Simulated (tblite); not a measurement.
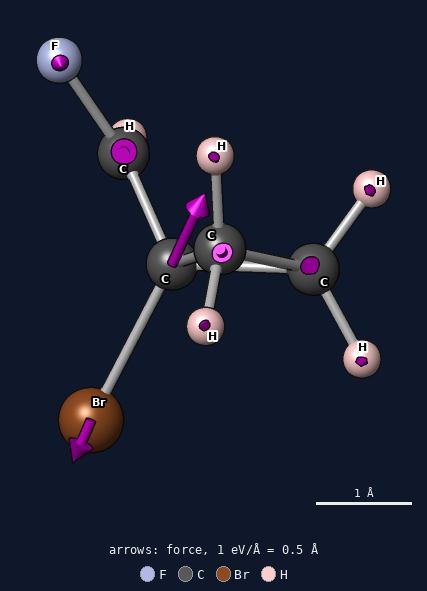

Starting geometry of C₄H₅BrF (multiplicity 2) with the computed forces as purple arrows. A ball-and-stick model, seen from a free direction.

These are results of tblite, GFN2-xTB geometry optimisation, gas phase, not measurements. 

Question: Is this structure relaxed? If not, where do the atoms go?

Answer: It isn't relaxed: the largest force vector, on a C atom, is 2.01 eV/Å. The final displacements follow the starting forces only in part (cosine between the two patterns 0.42). The atom that moves furthest after the best rigid fit is an H atom (0.17 Å). Largest moves by element: H 0.17 Å, C 0.15 Å, Br 0.10 Å, F 0.07 Å. Near-neighbour distances that change, for instance: Br–C 1.901 → 2.072 Å, C–C 1.523 → 1.492 Å, C–C 1.442 → 1.415 Å, C–H 1.088 → 1.077 Å. Among the angles between lasting bonds that change: C–C–C 118.1° → 126.1°, C–C–C 118.2° → 124.5°, Br–C–C 117.0° → 111.4°. Over 39 geometry steps the energy falls by 0.151 eV. The run took 0.19 s on 1 thread of Arm Neoverse V1, with other jobs on the host.
